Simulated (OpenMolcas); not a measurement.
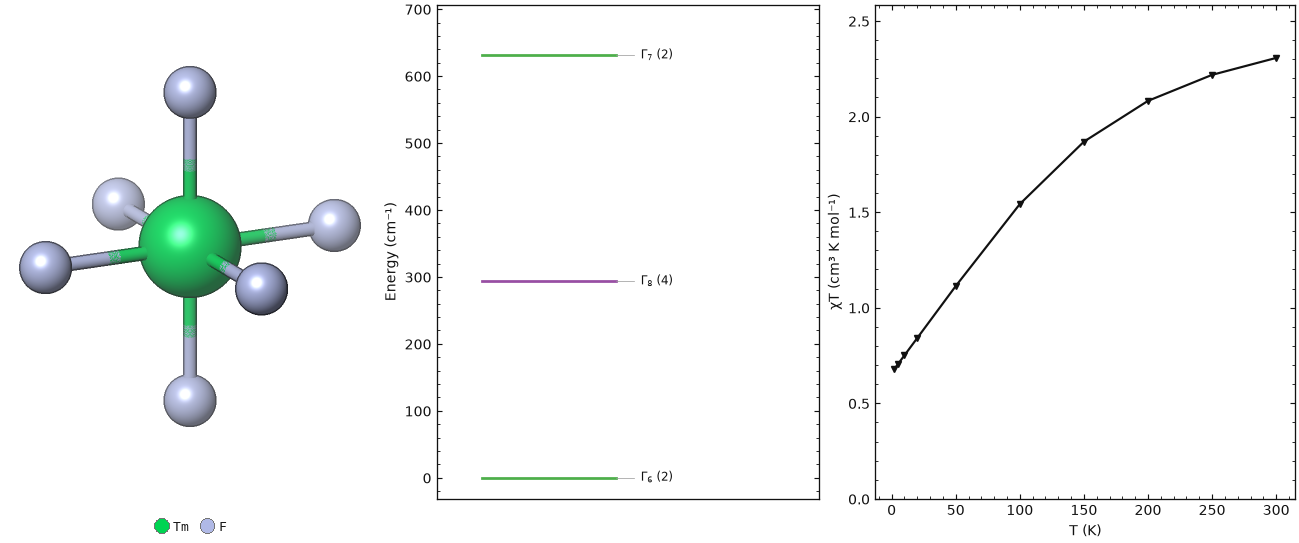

Tm²⁺ (4f¹³) as a dopant in NaF, a cluster with its 6 nearest F⁻ at 2.229 Å (octahedron) embedded in model potentials and point charges; the geometry was set, not optimised, and its levels and susceptibility. Labels give the representation in O, Td, D4 or D3 as the site allows (double group for half-integer spin) where it could be assigned and, in brackets, the degeneracy; spin-free states, where drawn, share the zero of the spin-orbit levels. The calculation used state-averaged CASSCF, active space 13 electrons in the shell 4f, basis ANO-RCC-VDZP on all atoms, DKH2 scalar Hamiltonian, spin-orbit coupling by RASSI with atomic mean-field integrals (OpenMolcas). Powder susceptibility by Van Vleck's formula.

### Give the ground level and the first gap.

The ground level is Γ₆, a Kramers doublet, 100 % from states of spin multiplicity 2, effective J = 3.50, with |mJ| = 1/2 the largest share (58 %). Its principal g values are 2.65, 2.65 and 2.65, isotropic. The next level lies at 293 cm⁻¹ (Γ₈). The lowest J multiplet spreads over 631 cm⁻¹. χT is 0.679 cm³ K mol⁻¹ at 2 K and 2.31 at 300 K, an effective moment of 4.30 μB. The active orbitals hold 100 % metal character (Löwdin), and the Mulliken charge of the metal is +1.77.

Known limits: the geometry is set by hand, with no relaxation and no charge compensation.
